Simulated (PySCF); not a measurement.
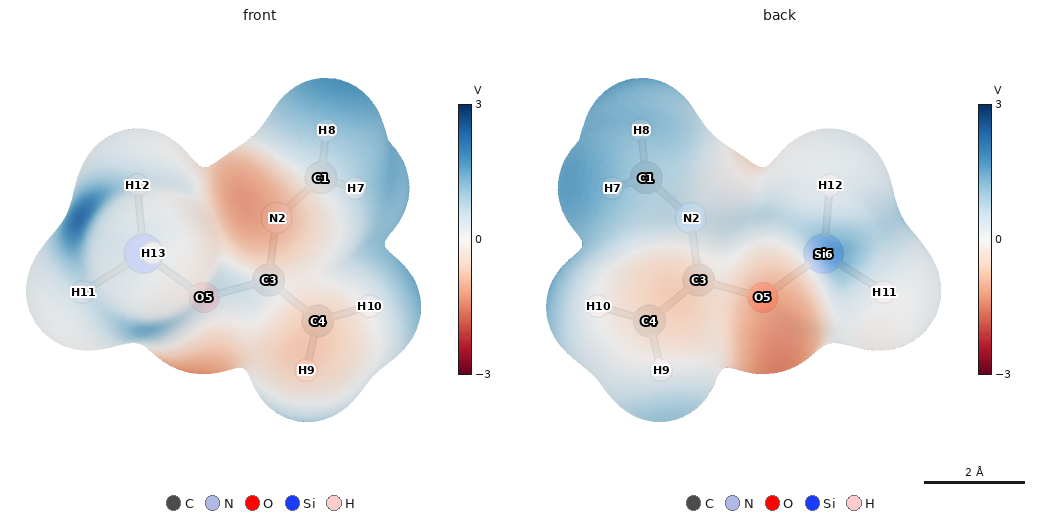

The picture shows: C3H7NOSi (SMILES C=NC(=C)O[SiH3]). The molecular electrostatic potential painted on the density surface at 0.004 e/bohr³, seen from the front and from behind; the colour scale runs from red (negative) to blue (positive).

Geometry: PBE0-D3(BJ)/def2-SVP.

Computed with PBE0/pcSseg-1, SCF density, gas phase, non-relativistic (PySCF).

```xyz
13

C    -1.6539   -1.1949    0.6825
N    -0.5659   -0.5601    0.5557
C    -0.3469    0.3315   -0.4996
C    -1.2458    1.1977   -0.9923
O     0.9257    0.2905   -0.9332
Si    2.1356   -0.5462   -0.0865
H    -2.4848   -1.1168   -0.0420
H    -1.7885   -1.8570    1.5480
H    -0.9487    1.9066   -1.7646
H    -2.2615    1.2290   -0.5999
H     3.3481   -0.2749   -0.9069
H     1.8890   -2.0156   -0.0513
H     2.3271   -0.0059    1.2881
```

**Which sites attract a positive test charge, and which a negative one?**

A positive charge is drawn to the negative regions and a negative charge to the positive ones. The most negative region (about −1.5 V) lies over O5, the most positive (about +2.1 V) over Si6. O5 is the likeliest acceptor of a hydrogen bond.
